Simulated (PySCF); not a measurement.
**Arsenic: the same states on changed settings**

Aim: see what changed settings do to total energies and their difference. The change: a valence shell is frozen, unsound on purpose. A sound run of the same states serves as the yardstick.

Program: PySCF 2.14.0. Level of theory: unrestricted determinants in a Gaussian basis, no spin-orbit coupling in the energies. These are calculated values, not measurements, unless marked.

7 further runs of the same task are left out: 7 set aside as unsound or not needed.

## Step 1: The system

- Element: arsenic (Z = 33)
- Basis: aug-cc-pVDZ-PP with ECP10MDF
- Hamiltonian: a scalar-relativistic core potential
- State 1: As: [Ar] 3d10 4s2 4p3, high-spin 4S determinant
- State 2: As⁺: [Ar] 3d10 4s2 4p2, high-spin 3P determinant
- Methods: MP2, CCSD(T)
- Core shells frozen in the correlated runs: valence: 3s2 3p6 3d10 4s2 (for As)

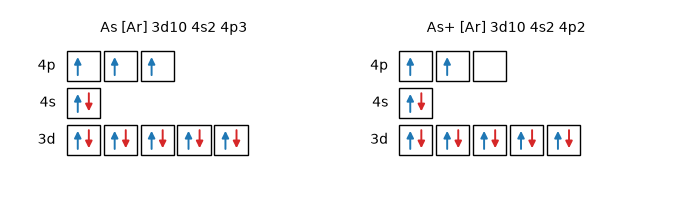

Outer shells as boxes.

The sound run (aug-cc-pVDZ-PP with ECP10, scalar relativity through the core potential, symmetry-adapted start, fine grid, valence correlation) gave:

```tsv
species	method	energy (hartree)
As	UHF	-331.19805
As	PBE	-332.40155
As	BP86	-332.54909
As	MP2 (valence)	-331.25492
As	CCSD(T) (valence)	-331.27098
As⁺	UHF	-330.85146
As⁺	PBE	-332.03951
As⁺	BP86	-332.18398
As⁺	MP2 (valence)	-330.89442
As⁺	CCSD(T) (valence)	-330.91161
```

The runs were made by one driver on top of PySCF. The scripts below sum up each run's settings (the driver also hands on starting orbitals that pick excited configurations, and frozen orbitals as a list rather than a count), and the logs come from the driver's own runs. The driver starts from symmetry-adapted Hartree-Fock orbitals, holds the occupation by maximum overlap and uses a logarithmic radial grid for functionals, so a plain start would take other cycles.

It was started by

```console
OMP_NUM_THREADS=1 python atomrun2.py TASK.json OUT
```

The integrals over 32 functions and the set-up took 0.09 s of CPU time.

## Step 2: Changed run, As, method by method

Level: MP2 (valence).

File input.py:

```python
from pyscf import gto, scf, dft, mp, cc
import basis_set_exchange as bse
txt = bse.get_basis("aug-cc-pVDZ-PP", elements=["As"], fmt="nwchem", header=False)
cut = txt.index("\nECP")
mol = gto.M(atom="As 0 0 0", charge=0, spin=3, symmetry="D2h",
            basis=gto.basis.parse(txt[:cut]),
            ecp={"As": gto.basis.parse_ecp(txt[cut:])})
mf = scf.UHF(mol)
mf.irrep_nelec = {'Ag': (4, 4), 'B1g': (1, 1), 'B2g': (1, 1), 'B3g': (1, 1), 'B1u': (2, 1), 'B2u': (2, 1), 'B3u': (2, 1)}
mf.kernel()
mp.UMP2(mf, frozen=10).kernel()
```

No log was kept for this step.

Time after the integrals: 0.01 s (1 thread of Neoverse-V1, shared host).

With 3 electrons correlated, the MP2 correlation energy is -0.01327 hartree (-0.01327 same spin, 0.00000 opposite spin); the SCS form gives -0.00442. Largest pairs of shells: 4p-4p -0.0133.

Level: CCSD(T) (valence).

input.py differs from the last one in:

```diff
@@ -10,2 +10,3 @@
 mf.kernel()
-mp.UMP2(mf, frozen=10).kernel()
+mycc = cc.CCSD(mf, frozen=10).run()
+mycc.ccsd_t()
```

Output:

```text
CC2 = 0
CCSD nocc = (np.int64(3), np.int64(0)), nmo = (22, 22)
frozen orbitals [[0, 1, 2, 3, 4, 5, 6, 7, 8, 9], [0, 1, 2, 3, 4, 5, 6, 7, 8, 9]]
max_cycle = 100
direct = 0
conv_tol = 1e-08
conv_tol_normt = 1e-06
diis_space = 8
diis_start_cycle = 0
Init t2, MP2 energy = -0.0132701248220845
Init E_corr(UCCSD) = -0.0132701248256802
cycle = 1  E_corr(UCCSD) = -0.016902968163652  dE = -0.00363284334  norm(t1,t2) = 0.025579
cycle = 2  E_corr(UCCSD) = -0.0178821799167722  dE = -0.000979211753  norm(t1,t2) = 0.00722741
cycle = 3  E_corr(UCCSD) = -0.0182545832963665  dE = -0.00037240338  norm(t1,t2) = 0.00208356
cycle = 4  E_corr(UCCSD) = -0.0182508089939039  dE = 3.77430246e-06  norm(t1,t2) = 0.0001219
cycle = 5  E_corr(UCCSD) = -0.018251261719931  dE = -4.52726027e-07  norm(t1,t2) = 1.5623e-05
cycle = 6  E_corr(UCCSD) = -0.0182511328824145  dE = 1.28837517e-07  norm(t1,t2) = 1.60871e-06
cycle = 7  E_corr(UCCSD) = -0.0182511734062896  dE = -4.05238751e-08  norm(t1,t2) = 2.0362e-07
cycle = 8  E_corr(UCCSD) = -0.0182511706143419  dE = 2.79194773e-09  norm(t1,t2) = 3.01148e-08
UCCSD converged
E(UCCSD) = -331.2162964418069  E_corr = -0.01825117061434187
UCCSD(T) correction = -4.33954518127527e-05
```

It took 0.09 s on 1 thread of Neoverse-V1, shared host, the integrals not counted.

CCSD correlation -0.01825 hartree, triples -0.00004; total -331.216340. T1 = 0.000, largest double amplitude 0.041.

## Step 3: Changed run, As⁺, method by method

Level: MP2 (valence).

File input.py:

```python
from pyscf import gto, scf, dft, mp, cc
import basis_set_exchange as bse
txt = bse.get_basis("aug-cc-pVDZ-PP", elements=["As"], fmt="nwchem", header=False)
cut = txt.index("\nECP")
mol = gto.M(atom="As 0 0 0", charge=1, spin=2, symmetry="D2h",
            basis=gto.basis.parse(txt[:cut]),
            ecp={"As": gto.basis.parse_ecp(txt[cut:])})
mf = scf.UHF(mol)
mf.irrep_nelec = {'Ag': (4, 4), 'B1g': (1, 1), 'B2g': (1, 1), 'B3g': (1, 1), 'B1u': (2, 1), 'B2u': (2, 1), 'B3u': (1, 1)}
mf.kernel()
mp.UMP2(mf, frozen=10).kernel()
```

No log was kept for this step.

Time after the integrals: 0.01 s (1 thread of Neoverse-V1, shared host).

With 2 electrons correlated, the MP2 correlation energy is -0.00434 hartree (-0.00434 same spin, 0.00000 opposite spin); the SCS form gives -0.00145. Largest pairs of shells: 4p-4p -0.0043.

Level: CCSD(T) (valence).

input.py differs from the last one in:

```diff
@@ -10,2 +10,3 @@
 mf.kernel()
-mp.UMP2(mf, frozen=10).kernel()
+mycc = cc.CCSD(mf, frozen=10).run()
+mycc.ccsd_t()
```

Output:

```text
CC2 = 0
CCSD nocc = (np.int64(2), np.int64(0)), nmo = (22, 22)
frozen orbitals [[0, 1, 2, 3, 4, 5, 6, 7, 8, 9], [0, 1, 2, 3, 4, 5, 6, 7, 8, 9]]
max_cycle = 100
direct = 0
conv_tol = 1e-08
conv_tol_normt = 1e-06
diis_space = 8
diis_start_cycle = 0
Init t2, MP2 energy = -0.00434487705054372
Init E_corr(UCCSD) = -0.00434487705062397
cycle = 1  E_corr(UCCSD) = -0.00569489541904159  dE = -0.00135001837  norm(t1,t2) = 0.0156888
cycle = 2  E_corr(UCCSD) = -0.00611722692422776  dE = -0.000422331505  norm(t1,t2) = 0.00508751
cycle = 3  E_corr(UCCSD) = -0.00631562836557203  dE = -0.000198401441  norm(t1,t2) = 0.00167443
cycle = 4  E_corr(UCCSD) = -0.00631403801084452  dE = 1.59035473e-06  norm(t1,t2) = 6.75503e-05
cycle = 5  E_corr(UCCSD) = -0.00631411498419873  dE = -7.69733542e-08  norm(t1,t2) = 4.55541e-06
cycle = 6  E_corr(UCCSD) = -0.00631409430693456  dE = 2.06772642e-08  norm(t1,t2) = 3.16664e-07
cycle = 7  E_corr(UCCSD) = -0.00631409944159101  dE = -5.13465645e-09  norm(t1,t2) = 6.45991e-08
UCCSD converged
E(UCCSD) = -330.8577757012545  E_corr = -0.006314099441591014
```

It took 0.07 s on 1 thread of Neoverse-V1, shared host, the integrals not counted.

CCSD correlation -0.00631 hartree, triples 0.00000; total -330.857776. T1 = 0.000, largest double amplitude 0.040. With two correlated electrons the triples vanish and CCSD is exact in this space.

## Step 4: Against the sound run

```tsv
species	method	converged	energy less sound run (eV)
As	MP2 (valence)	yes	+1.1866
As	CCSD(T) (valence)	yes	+1.4867
As⁺	MP2 (valence)	yes	+1.0507
As⁺	CCSD(T) (valence)	yes	+1.4649
```

Ionisation energy of As:

```tsv
method	sound run (eV)	changed run (eV)	shift (eV)
UHF	9.431	9.431	+0.000
MP2	9.810	9.674	-0.136
SCS-MP2	9.678	9.512	-0.166
CCSD	9.768	9.756	-0.013
CCSD(T)	9.779	9.757	-0.022
```

## Step 5: Outcome

```
                                 quantity                      value
                                   change  a valence shell is frozen
                           runs converged                     4 of 4
largest shift of a converged total energy                    1.49 eV
   largest shift of the ionisation energy        -0.166 eV (SCS-MP2)
```

**Reading.** The ionisation energy moves by up to 0.17 eV, at SCS-MP2. Freezing a valence shell removes pair correlation that changes on ionisation. The setting is unsound on purpose, so these numbers are no properties of the atom.
